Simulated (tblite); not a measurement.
**Frequency calculation, with input and output: C₄H₆Cl₂Ga₂**

C₄H₆Cl₂Ga₂, computed with GFN2-xTB harmonic vibrations, gas phase (tblite 0.8.0).

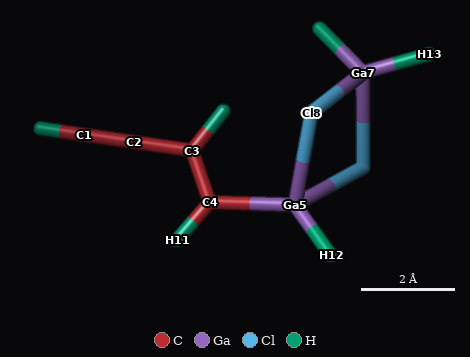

Figure 1. The structure (stick view, seen at a tilt; atoms are numbered from 1 in the order of the input). Sticks mark near contacts.

## Input
```
{"job": {"kind": "ir", "xc": "GFN2-xTB", "basis": "xTB"}, "charge": 0, "multiplicity": 1}
C      3.797836     1.001316     0.268558
C      2.641509     0.717171     0.104240
C      1.287242     0.384355    -0.090450
C      0.847446    -0.486297    -1.014213
Ga    -1.123613    -0.817282    -1.124939
Cl    -1.918744    -1.143498     1.039972
Ga    -2.608035     1.010840     1.160129
Cl    -2.207025     1.241649    -1.056751
H      4.806336     1.251422     0.415977
H      0.587926     0.896071     0.579403
H      1.584858    -0.967117    -1.653296
H     -1.987293    -1.728935    -2.045545
H     -4.130399     1.072325     1.429394
H     -1.578722     1.847531     1.965356
```

The first line tells a small driver script what to run in tblite; the rest is the geometry in Å.

Command:
```bash
OMP_NUM_THREADS=1 python <driver script> task.json out
```

## What the program printed
```
mode    cm-1     km/mol
  1      39.4      0.13
  2      48.1      0.02
  3      84.3      0.71
  4      92.7      0.01
  5     107.5      0.55
  6     142.8      3.07
  7     145.7      3.16
  8     179.5      0.19
  9     229.5     12.18
 10     239.6     99.82
 11     243.2     34.92
 12     279.5     14.68
 13     343.7      0.62
 14     378.7      0.16
 15     394.3      9.38
 16     415.1     61.02
 17     454.1     51.24
 18     524.9    198.67
 19     530.5    460.32
 20     602.3     37.01
 21     620.1      0.09
 22     682.4    284.60
 23     686.3    115.59
 24     731.5     25.71
 25     978.2     19.95
 26    1014.4      3.89
 27    1140.7      6.80
 28    1259.4      8.50
 29    1567.9      5.61
 30    1659.8    330.91
 31    1692.7    317.51
 32    1719.4    337.86
 33    2240.0      9.08
 34    2881.0     54.47
 35    2976.0     27.84
 36    3391.6      6.94
```

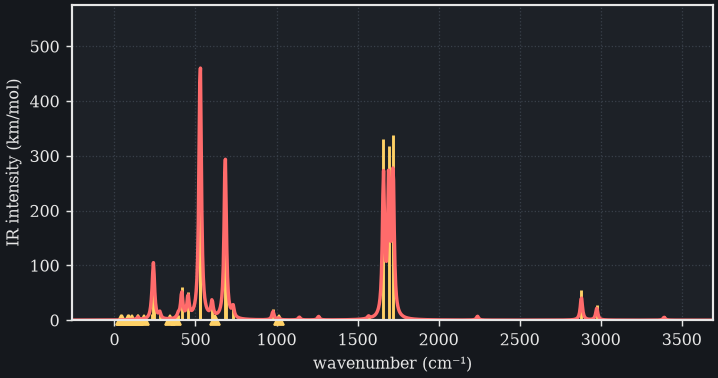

Figure 2. Harmonic infrared spectrum, unscaled: sticks (degenerate modes added up, dark ones marked on the axis) with a Lorentzian envelope of 16 cm⁻¹ full width, scaled to the tallest stick. 36 modes from 39 to 3392 cm⁻¹, none imaginary. The strongest line is at 530 cm⁻¹ (460 km/mol).

## Results in brief

- outcome: converged
- total energy: −630.4393 eV
- zero-point energy: 43.9120 kcal/mol
- hardware: 1 CPU thread, shared host
- wall time: 1.1 s
- peak memory: 0.18 GiB
